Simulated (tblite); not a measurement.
## Frequency calculation of C$_{4}$H$_{9}$B$_{2}$GeN

System: C$_{4}$H$_{9}$B$_{2}$GeN.
Method: GFN2-xTB harmonic vibrations, gas phase (tblite 0.8.0).

It belongs to a series of runs on one base structure; here: C replaced by Ge.

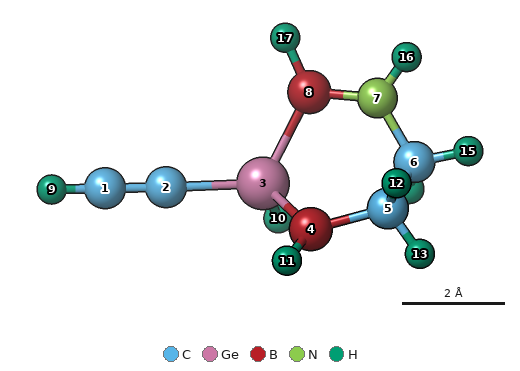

**Figure 1.** The structure as given in the input (ball-and-stick view, seen at a tilt; atoms are numbered from 1 in the order of the input). Sticks mark near contacts.

Input
```
{"job": {"kind": "ir", "xc": "GFN2-xTB", "basis": "xTB"}, "charge": 0, "multiplicity": 1}
C      4.145730     0.112778    -0.156850
C      2.991810     0.103791     0.183997
Ge     1.136092     0.092922     0.636409
B      0.060712    -1.428776    -0.108664
C     -1.493730    -1.188359    -0.022378
C     -1.919369     0.097398     0.709217
N     -1.381482     1.300891     0.090684
B     -0.041971     1.601102    -0.017517
H      5.159539     0.118242    -0.442709
H      1.194164     0.035138     2.150381
H      0.440108    -2.344620    -0.731336
H     -1.917368    -1.171292    -1.033114
H     -1.979717    -2.035078     0.472938
H     -1.563172     0.041043     1.745383
H     -3.010786     0.170748     0.735947
H     -2.094144     1.912453    -0.278656
H      0.266587     2.593649    -0.557083
```

The first line tells a small driver script what to run in tblite; the rest is the geometry in Å.

Command:
```bash
OMP_NUM_THREADS=1 python <driver script> task.json out
```

The program's output
```
mode    cm-1     km/mol
  1      54.8      0.51
  2      80.5      0.05
  3     125.7      1.20
  4     193.4      1.34
  5     226.5      2.02
  6     242.9      5.15
  7     275.3     14.18
  8     315.6      5.77
  9     377.0      0.10
 10     439.7     13.41
 11     459.0      3.10
 12     507.3     43.05
 13     573.3     31.85
 14     584.3      0.31
 15     612.8      2.87
 16     647.7     30.44
 17     655.5     24.16
 18     661.7     32.30
 19     698.9     97.29
 20     743.4     37.16
 21     766.4    121.20
 22     841.4      2.50
 23     907.7      5.63
 24     938.4     13.60
 25    1019.1     32.29
 26    1062.5     74.00
 27    1100.4     42.82
 28    1153.8     18.04
 29    1215.7     21.55
 30    1300.3     39.96
 31    1304.0      2.47
 32    1337.2     17.02
 33    1434.4     87.19
 34    1444.1      6.59
 35    1486.1      7.79
 36    1887.6    516.09
 37    2179.1      2.88
 38    2621.2    190.57
 39    2636.3    134.23
 40    2900.8     23.11
 41    2924.6     48.73
 42    2945.2     40.55
 43    2954.6     54.63
 44    3337.8      2.04
 45    3429.3      4.88
```

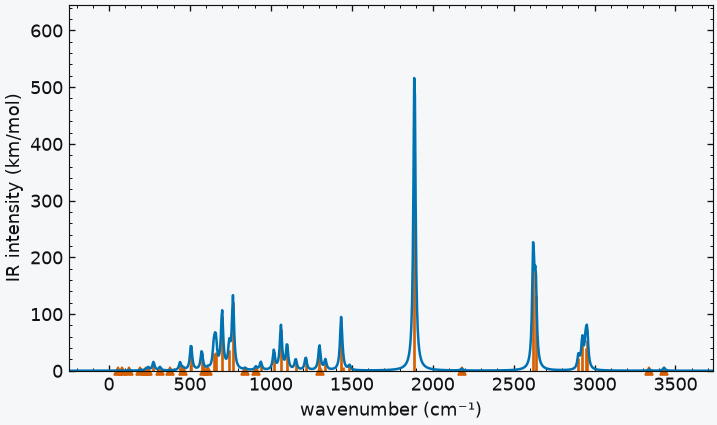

**Figure 2.** Harmonic infrared spectrum, unscaled: sticks (degenerate modes added up, dark ones marked on the axis) with a Lorentzian envelope of 16 cm⁻¹ full width, scaled to the tallest stick. 45 modes from 55 to 3429 cm⁻¹, none imaginary. The strongest line is at 1888 cm⁻¹ (516 km/mol).

Results in brief

| quantity | value |
| --- | --- |
| outcome | converged |
| total energy | −554.6816 eV |
| zero-point energy | 76.6290 kcal/mol |
| hardware | 1 CPU thread, shared host |
| wall time | 1.1 s |
| peak memory | 0.18 GiB |
